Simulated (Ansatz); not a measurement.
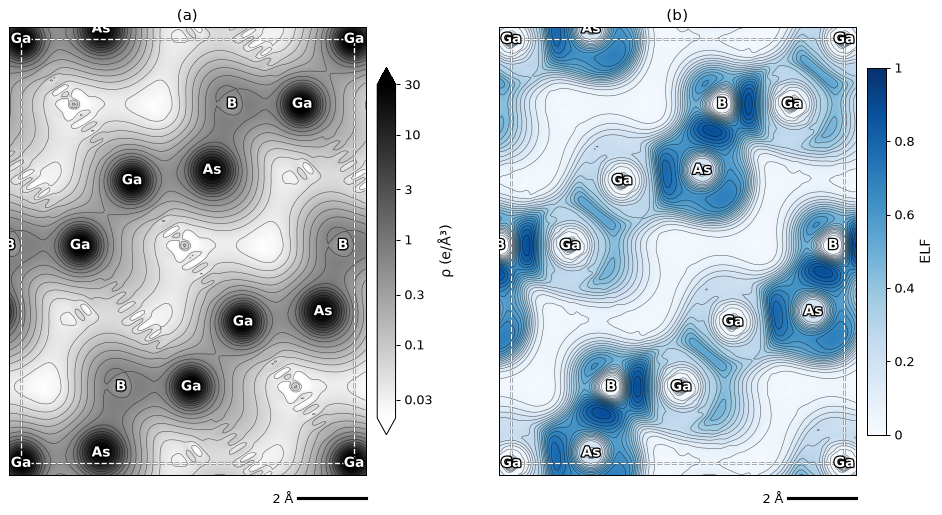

Figure 1: Ga₄BAs₃. (a) valence charge density (pseudo); (b) electron localisation function on the (110) plane of the conventional cell.

Space group R3m; a generated structure, not necessarily the stable one; changed on purpose from its base cell (volume × 0.91, shape and atoms relaxed); computed pressure about 7 GPa in this cell.

Theory: DFT PBE, scalar-relativistic, plane waves, PAW (Ansatz).

The density is the valence pseudo-density of a PAW calculation; it isn't the true density close to the nuclei.

```
Ga B As
1.0
     7.29832    0.00000    0.00000
    -3.64916    6.32053    0.00000
     0.00000    0.00000    9.92854
Ga B As
12 3 9
Direct
  0.15298 0.84702 0.09957
  0.81965 0.18035 0.43290
  0.48632 0.51368 0.76624
  0.66667 0.33333 0.27712
  0.33333 0.66667 0.61045
  0.00000 0.00000 0.94378
  0.69403 0.84702 0.09957
  0.36070 0.18035 0.43290
  0.02737 0.51368 0.76624
  0.15298 0.30597 0.09957
  0.81965 0.63930 0.43290
  0.48632 0.97263 0.76624
  0.66667 0.33333 0.06812
  0.33333 0.66667 0.40145
  0.00000 0.00000 0.73479
  0.51083 0.02166 0.00757
  0.17749 0.35499 0.34091
  0.84416 0.68832 0.67424
  0.51083 0.48917 0.00757
  0.17749 0.82251 0.34091
  0.84416 0.15584 0.67424
  0.97834 0.48917 0.00757
  0.64501 0.82251 0.34091
  0.31168 0.15584 0.67424
```

> Describe what can be read from this map.

The section cuts through Ga, B and As sites. B–As (2.06 Å): the density is about 0.77 e/Å³ at the midpoint; the ELF peaks at about 0.90 between the atoms. Ga–As (2.42 Å): ρ at the midpoint is about 0.53 e/Å³; the ELF peaks at about 0.80 between the atoms. Ga–Ga (2.48 Å): ρ is about 0.37 e/Å³ halfway; the ELF reaches about 0.55 near the midpoint. The density dies away to nearly zero in the voids.
